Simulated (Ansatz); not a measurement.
# HfPNH$_{5}$F$_{3}$: geometry relaxation (part 2 of 2)

HfPNH$_{5}$F$_{3}$; RKS PBE0-D4/def2-SVP (Ansatz 0.2.0). It belongs to a series of runs on one base structure; here: end point B relaxed.

Geometry of the input (Å):
```
Hf -0.8519  -0.1908  -0.5392
F  -0.4204  1.3359  2.2106
F  0.7928  -0.9575  0.0773
N  -0.7602  1.8054  -0.7650
H  -1.1207  2.3615  -1.5398
H  -0.3149  2.4232  -0.0859
F  -1.5386  -0.9142  -2.1651
P  -2.6551  -0.5949  1.2672
H  -3.1971  -1.8085  0.7023
H  -1.6739  -1.2405  2.1016
H  -1.2422  1.1614  2.6073
```

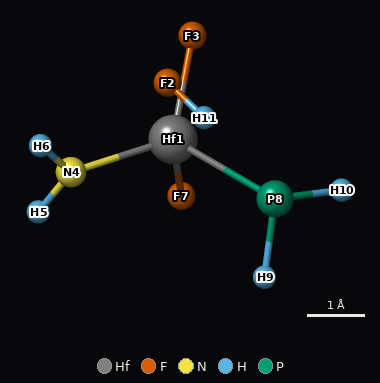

**Figure 1.** The geometry at step 12 of the log (ball-and-stick view, seen at a tilt; atoms are numbered from 1 in the order of the input).

Trajectory as extended XYZ, continued:
```
11
Properties=species:S:1:pos:R:3:forces:R:3 step=6 energy=-20300.17059
Hf   -0.7366   -0.0750   -0.2854    0.0095   0.1670  -0.1111
F    -0.3693    1.0404    1.8537    0.2038   0.0457  -0.0262
F     0.9725   -0.8364    0.1456   -0.0174   0.0419   0.0273
N    -0.8244    1.9053   -0.7127    0.0566  -0.0838  -0.0198
H    -1.1479    2.3187   -1.5859    0.0025  -0.0559   0.0303
H    -0.3692    2.6282   -0.1580   -0.0508  -0.0032  -0.0303
F    -1.3739   -0.8286   -1.9165    0.0162  -0.0043   0.0698
P    -2.6336   -0.6243    1.4835   -0.0095  -0.4987  -0.0114
H    -3.4328   -1.5760    0.7679    0.0428   0.2538   0.1070
H    -1.8036   -1.6160    2.1218   -0.1427   0.1183  -0.1101
H    -1.2635    1.0448    2.1572   -0.1109   0.0191   0.0745
11
Properties=species:S:1:pos:R:3:forces:R:3 step=7 energy=-20300.20137
Hf   -0.6935   -0.0571   -0.2621   -0.0534   0.0448  -0.0389
F    -0.3348    1.0889    1.8652    0.0016   0.0020  -0.0474
F     1.0248   -0.7986    0.1604    0.0243   0.0416   0.0385
N    -0.8230    1.9057   -0.7426    0.0145   0.0472   0.0854
H    -1.1750    2.2812   -1.6215    0.0155  -0.0406   0.0123
H    -0.4296    2.6702   -0.1932   -0.0511  -0.0833  -0.0859
F    -1.3260   -0.8462   -1.8739    0.0181  -0.0203  -0.0029
P    -2.5807   -0.6615    1.5153   -0.1291  -0.6960  -0.0578
H    -3.5612   -1.4383    0.7787    0.4083   0.4083   0.2701
H    -1.8557   -1.7967    2.0600   -0.2480   0.3521  -0.2106
H    -1.2275    1.0333    2.1849   -0.0007  -0.0558   0.0374
11
Properties=species:S:1:pos:R:3:forces:R:3 step=8 energy=-20300.22818
Hf   -0.6862   -0.0520   -0.2296    0.0626   0.1685  -0.0473
F    -0.3104    1.1030    1.8618   -0.2378  -0.0136   0.1407
F     1.0475   -0.7558    0.2025   -0.0077   0.0297   0.0057
N    -0.8656    1.8963   -0.7544    0.0332   0.0655   0.0226
H    -1.2044    2.2327   -1.6565    0.0321  -0.0648   0.1004
H    -0.4828    2.6866   -0.2332   -0.0738  -0.1183  -0.0827
F    -1.2963   -0.8692   -1.8367   -0.0076  -0.0589  -0.0004
P    -2.5491   -0.6564    1.5712   -0.1957  -0.7501  -0.2126
H    -3.5594   -1.2729    0.7298    0.3844   0.3132   0.3853
H    -1.8932   -1.8876    1.9814   -0.2628   0.4009  -0.1732
H    -1.1825    0.9564    2.2351    0.2732   0.0280  -0.1384
11
Properties=species:S:1:pos:R:3:forces:R:3 step=9 energy=-20300.25001
Hf   -0.6418   -0.0401   -0.2058   -0.0581   0.0787  -0.1618
F    -0.2803    1.1334    1.8516   -0.2799  -0.0824   0.1385
F     1.1040   -0.7054    0.2391    0.0075   0.0076  -0.0033
N    -0.8838    1.8906   -0.7629   -0.0167   0.0685  -0.0393
H    -1.2380    2.1939   -1.6718    0.0445  -0.0648   0.1318
H    -0.5425    2.7071   -0.2553   -0.0364  -0.0972  -0.0649
F    -1.2406   -0.9020   -1.7962    0.0472  -0.0207   0.0266
P    -2.5129   -0.6795    1.5829   -0.2105  -0.7317  -0.1667
H    -3.6402   -1.1284    0.7856    0.5060   0.2837   0.3139
H    -1.9695   -1.9983    1.8727   -0.2243   0.5099  -0.1023
H    -1.1368    0.9098    2.2312    0.2208   0.0484  -0.0725
11
Properties=species:S:1:pos:R:3:forces:R:3 step=10 energy=-20300.27822
Hf   -0.6322   -0.0461   -0.2195    0.1366   0.0066   0.1681
F    -0.2775    1.1262    1.8630   -0.0327   0.0271   0.0131
F     1.1246   -0.6610    0.2583   -0.0521   0.0260  -0.0426
N    -0.9220    1.8778   -0.7606   -0.0251   0.0141  -0.0439
H    -1.3005    2.1727   -1.6593    0.0030   0.0005   0.0105
H    -0.5774    2.6979   -0.2647   -0.0214  -0.0354  -0.0138
F    -1.1640   -0.9727   -1.7946   -0.0264  -0.0143  -0.0557
P    -2.4724   -0.7090    1.5947    0.0334   0.1562  -0.0389
H    -3.6344   -0.9288    0.7950    0.1684  -0.1334   0.1193
H    -2.0075   -2.0404    1.8161   -0.2135  -0.0079  -0.1070
H    -1.1190    0.8643    2.2430    0.0299  -0.0394  -0.0091
11
Properties=species:S:1:pos:R:3:forces:R:3 step=11 energy=-20300.29759
Hf   -0.5789   -0.0369   -0.1807   -0.1591  -0.0288  -0.2598
F    -0.2449    1.1407    1.8738    0.0028  -0.0120   0.0133
F     1.2035   -0.6081    0.2438    0.0639  -0.0022   0.0399
N    -0.9640    1.8527   -0.7815    0.0277   0.0135   0.0706
H    -1.3214    2.1169   -1.6978   -0.0063  -0.0215   0.0186
H    -0.6956    2.6951   -0.2767    0.0090   0.0016  -0.0317
F    -1.0938   -0.9804   -1.7573    0.0416   0.0367   0.1012
P    -2.4467   -0.7015    1.6058    0.0921  -0.0249   0.0651
H    -3.6311   -0.8008    0.8339   -0.0283   0.0666  -0.0579
H    -2.1719   -2.0921    1.7147    0.0105  -0.0397   0.0360
H    -1.0375    0.7952    2.2934   -0.0538   0.0107   0.0046
11
Properties=species:S:1:pos:R:3:forces:R:3 step=12 energy=-20300.29715 accepted=F
Hf   -0.5698   -0.0573   -0.2061    0.0870   0.0762   0.0430
F    -0.2646    1.1788    1.8752   -0.1054  -0.0405  -0.0649
F     1.2155   -0.5685    0.2870   -0.0455  -0.0053  -0.0502
N    -0.9740    1.8387   -0.7681    0.0158  -0.0416   0.0336
H    -1.3976    2.1058   -1.6540   -0.0037   0.0144  -0.0251
H    -0.6441    2.6753   -0.2907   -0.0289  -0.0076  -0.0171
F    -1.0625   -1.0207   -1.7752    0.0179   0.0031   0.0238
P    -2.3820   -0.7477    1.6160   -0.0614   0.0879   0.0086
H    -3.6014   -0.6771    0.8947   -0.0155   0.0020  -0.0486
H    -2.2311   -2.1582    1.6386    0.0182  -0.0664   0.0326
H    -1.0707    0.8119    2.2539    0.1217  -0.0222   0.0642
11
Properties=species:S:1:pos:R:3:forces:R:3 step=13 energy=-20300.30459
Hf   -0.5721   -0.0423   -0.1885   -0.0411  -0.0127  -0.0780
F    -0.2489    1.1503    1.8758   -0.0039  -0.0151  -0.0082
F     1.2155   -0.5869    0.2531    0.0224   0.0044   0.0102
N    -0.9754    1.8462   -0.7758    0.0110   0.0079   0.0266
H    -1.3559    2.1051   -1.6844   -0.0039  -0.0090   0.0122
H    -0.6923    2.6911   -0.2840    0.0018   0.0069  -0.0156
F    -1.0749   -0.9988   -1.7581    0.0141   0.0064   0.0306
P    -2.4219   -0.7162    1.6116    0.0088  -0.0051   0.0121
H    -3.6098   -0.7338    0.8334    0.0093   0.0285  -0.0054
H    -2.2103   -2.1195    1.6975    0.0019  -0.0192   0.0097
H    -1.0362    0.7858    2.2906   -0.0203   0.0070   0.0058
11
Properties=species:S:1:pos:R:3:forces:R:3 step=14 energy=-20300.30458 accepted=F
Hf   -0.5693   -0.0496   -0.1865    0.0917   0.0650  -0.0048
F    -0.2520    1.1392    1.8801   -0.0061  -0.0107   0.0043
F     1.2483   -0.5183    0.2280   -0.0648  -0.0304   0.0007
N    -0.9840    1.8357   -0.7701   -0.0124  -0.0306  -0.0246
H    -1.3655    2.0908   -1.6791   -0.0194  -0.0043   0.0065
H    -0.6863    2.6815   -0.2895    0.0040   0.0167   0.0111
F    -1.0636   -1.0266   -1.7451    0.0031  -0.0029  -0.0013
P    -2.4181   -0.7240    1.6202    0.0089  -0.0128  -0.0015
H    -3.6022   -0.6779    0.8362    0.0126  -0.0003   0.0064
H    -2.2537   -2.1354    1.6812   -0.0132   0.0006   0.0033
H    -1.0360    0.7656    2.2958   -0.0043   0.0096   0.0000
11
Properties=species:S:1:pos:R:3:forces:R:3 step=15 energy=-20300.30602
Hf   -0.5647   -0.0441   -0.1909   -0.0037  -0.0194   0.0054
F    -0.2503    1.1445    1.8785   -0.0004   0.0096  -0.0098
F     1.2305   -0.5662    0.2485    0.0036   0.0024  -0.0002
N    -0.9783    1.8426   -0.7740   -0.0114   0.0110   0.0025
H    -1.3774    2.0975   -1.6759    0.0044  -0.0066   0.0173
H    -0.6893    2.6899   -0.2899    0.0011   0.0065  -0.0110
F    -1.0643   -1.0116   -1.7537    0.0049  -0.0020   0.0017
P    -2.4109   -0.7234    1.6149   -0.0197  -0.0174  -0.0224
H    -3.5983   -0.6967    0.8343    0.0186   0.0085   0.0131
H    -2.2380   -2.1340    1.6894    0.0004   0.0207  -0.0006
H    -1.0414    0.7825    2.2901    0.0022  -0.0133   0.0040
11
Properties=species:S:1:pos:R:3:forces:R:3 step=16 energy=-20300.30605
Hf   -0.5596   -0.0473   -0.1922    0.0229   0.0343   0.0350
F    -0.2579    1.1557    1.8754   -0.0068  -0.0357   0.0176
F     1.2405   -0.5474    0.2545   -0.0152  -0.0042  -0.0048
N    -0.9847    1.8378   -0.7711   -0.0122  -0.0040  -0.0255
H    -1.4013    2.0885   -1.6664    0.0112  -0.0025   0.0162
H    -0.6814    2.6870   -0.2990   -0.0116  -0.0008  -0.0048
F    -1.0500   -1.0248   -1.7514   -0.0022  -0.0074  -0.0123
P    -2.4029   -0.7277    1.6144   -0.0229  -0.0373  -0.0181
H    -3.5946   -0.6606    0.8417    0.0302  -0.0015   0.0215
H    -2.2595   -2.1427    1.6696   -0.0086   0.0294  -0.0046
H    -1.0308    0.7624    2.2957    0.0153   0.0296  -0.0202
11
Properties=species:S:1:pos:R:3:forces:R:3 step=17 energy=-20300.30662
Hf   -0.5550   -0.0446   -0.1879   -0.0065  -0.0075   0.0060
F    -0.2455    1.1457    1.8791   -0.0050  -0.0049   0.0035
F     1.2447   -0.5492    0.2537    0.0063  -0.0026  -0.0003
N    -0.9893    1.8369   -0.7718    0.0022   0.0092   0.0138
H    -1.4017    2.0805   -1.6703   -0.0038   0.0023  -0.0067
H    -0.7004    2.6912   -0.2999   -0.0026  -0.0047  -0.0082
F    -1.0415   -1.0223   -1.7484    0.0002  -0.0022  -0.0042
P    -2.4037   -0.7283    1.6130    0.0073   0.0075   0.0006
H    -3.5937   -0.6515    0.8418    0.0021   0.0015  -0.0014
H    -2.2710   -2.1430    1.6649    0.0019   0.0023  -0.0019
H    -1.0251    0.7656    2.2972   -0.0021  -0.0008  -0.0012
```

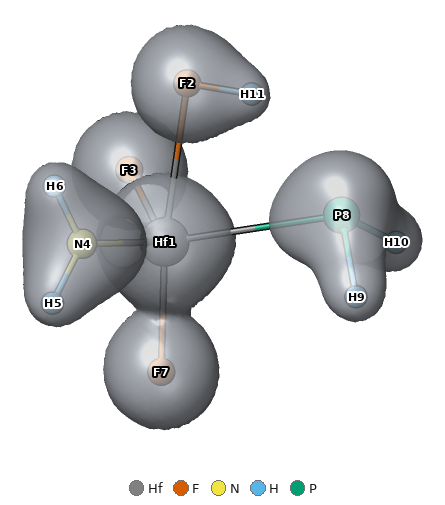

**Figure 2.** Isosurface of the total electron density at 0.6 e/Å³ (grey), seen at a tilt. At this value the surface falls into three separate pieces. It is pinched off along the Hf–P (2.67 Å) contacts. On the grid the lowest density along these lines, outside the cores, is 0.85 e/Å³ (Hf–F, 1.90 Å), 0.84 e/Å³ (Hf–N, 2.02 Å), 0.43 e/Å³ (Hf–P, 2.67 Å) and 2 e/Å³ (F–H, 0.96 Å).

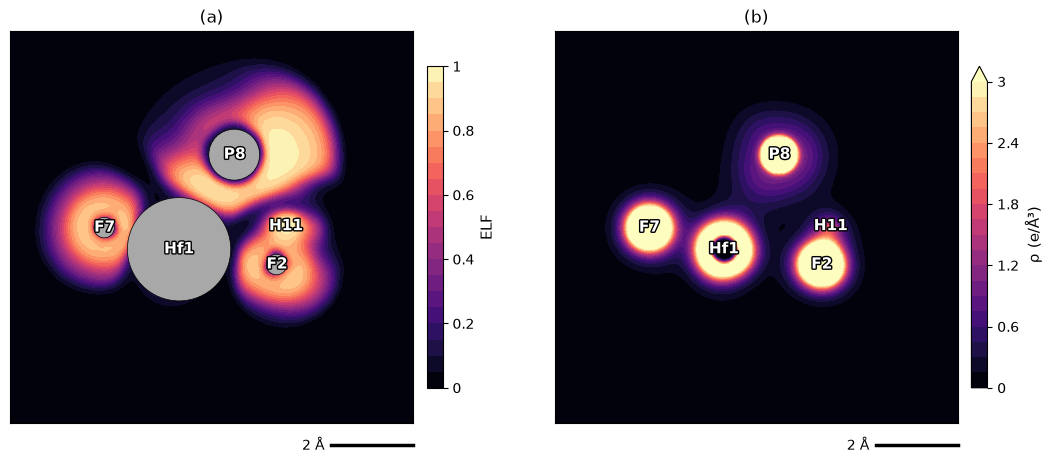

**Figure 3.** (a) electron localisation function; (b) electron density on the plane of atoms F2, Hf1 and P8. Grey discs, where drawn, cover atomic cores. Atoms in the plane: Hf, F, P and H. Hf–F (1.90 Å): ρ is about 0.89 e/Å³ halfway; the ELF peaks at about 0.85 in the valence shell of F, 0.5 Å from its nucleus, and drops to about 0.20 between the two atoms. Hf–P (2.67 Å): ρ is about 0.44 e/Å³ halfway; the ELF peaks at about 0.95 in the valence shell of P, 1.0 Å from its nucleus, and is about 0.70 at the midpoint. F–H (0.96 Å): ρ is about 4.3 e/Å³ halfway, with its minimum of 2 e/Å³ about 0.8 Å from F; the ELF climbs to about 0.95 towards the hydrogen, as it does in any bond to H (a covalent bond by its length).

Summary:

| quantity | value |
| --- | --- |
| outcome | converged |
| total energy | −20300.3067 eV |
| mean-field energy | −20300.1073 eV |
| largest force (length of the vector) at the end | 0.017 eV/Å |
| wall time | 23 s (CPU time 85 s) |
| peak memory | 0.36 GiB |
